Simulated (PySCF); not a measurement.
# C11H10 (2-methylnaphthalene): the cost of one run

Computed with PySCF 2.14.0, with density-fitted response routines of our own, on a single molecule, in the gas phase or a continuum. Atoms are numbered from 0 throughout.

## Step 1: The molecule as given

21 atoms, charge 0, multiplicity 1; geometry from: GFN2-xTB. The atoms were then displaced at random by about 0.01 Å, so the start is not that level's minimum.

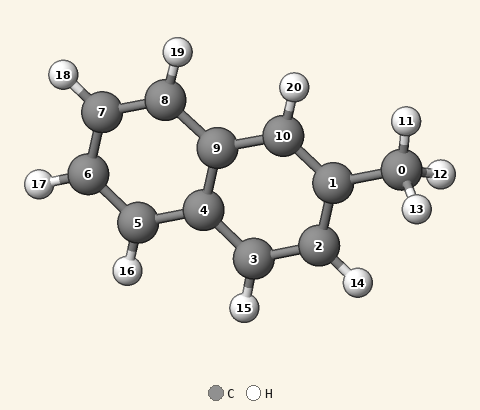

As it starts; carbon grey, hydrogen white, atoms numbered.

## Step 2: Relaxing the molecule at PBE0-D3(BJ)/def2-SVP

Job settings and geometry (Å):

```
{"job": {"xc": "PBE0", "basis": "def2-SVP", "d3": "d3bj", "grid": 1, "shake": 0.01, "kind": "geom"}, "charge": 0, "multiplicity": 1}
C     -3.225330    -0.684560    -0.554270
C     -1.865580    -0.184050    -0.254370
C     -1.694470     1.142410     0.187900
C     -0.396140     1.626430     0.479300
C      0.708520     0.800130     0.325300
C      2.009260     1.275940     0.610700
C      3.103840     0.446250     0.462620
C      2.936540    -0.869810     0.023550
C      1.669650    -1.347530    -0.232140
C      0.533190    -0.531180    -0.099870
C     -0.774700    -0.993380    -0.386890
H     -3.233150    -1.698250    -0.867320
H     -3.714000    -0.046430    -1.362440
H     -3.899190    -0.561450     0.327620
H     -2.545840     1.769540     0.309920
H     -0.298820     2.654860     0.833850
H      2.142280     2.302670     0.945240
H      4.080650     0.816460     0.679850
H      3.783900    -1.521310    -0.078550
H      1.510680    -2.364770    -0.581810
H     -0.902460    -2.009680    -0.745180
```

Launch:

```console
> OMP_NUM_THREADS=1 python probes_run.py task.json out
```

The driver reads the jobs from task.json and runs them one after another.

Q: Estimate the wall time and peak memory of this first job on 1 thread of Arm Neoverse V2, shared host.

About 4.7 min, with a peak of 0.88 GiB.
